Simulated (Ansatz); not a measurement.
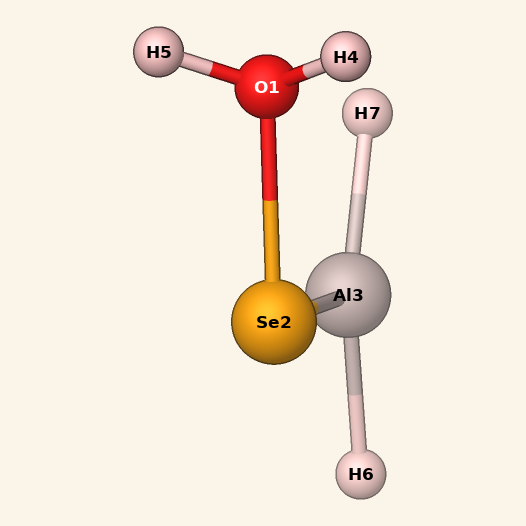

Al3 lies behind Se2. The molecule seen a little off the Se2–Al3 bond, Se2 in front. Depth is shown by fading: the farther an atom, the more it takes the colour of the background. State: charge +1, singlet. Computed geometry: PBE0-D4/def2-TZVP optimisation. No frequency run is at hand to confirm it as a minimum.

**What is the torsion angle O1–Se2–Al3–H6? The sign is positive where the front bond must turn clockwise to cover the back bond.**

180°, antiperiplanar (anti).
